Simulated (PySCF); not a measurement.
SMILES CS/C=C\C#N, singlet at its GFN2-xTB optimised geometry (Å):

```
11

C      2.5739    -1.1584     0.0000
S      0.7532    -1.1584     0.0000
C      0.4637     0.5540     0.0000
C     -0.7513     1.1221    -0.0001
C     -1.9494     0.3931     0.0001
N     -2.9406    -0.1865    -0.0001
H      2.9406    -0.6720     0.8989
H      2.9405    -0.6581    -0.8913
H      2.8824    -2.1987    -0.0083
H      1.3557     1.1618    -0.0003
H     -0.8536     2.1987    -0.0007
```

Computed with PBE0/def2-TZVP run with PySCF. Cells within 0.4 Å of a nucleus heavier than hydrogen are left out (blank, or x).

Map of the deformation density (molecule minus spherical neutral atoms) (e/bohr³), clipped to [-0.15, 0.15] on the plane z = 0.0 Å:

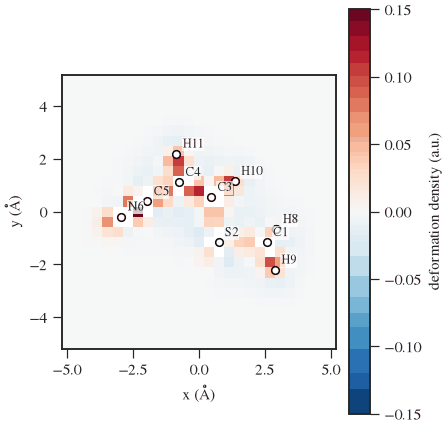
Figure. Deformation density (molecule minus spherical neutral atoms) (e/bohr³), clipped to [-0.15, 0.15] on the plane z = 0.0 Å.
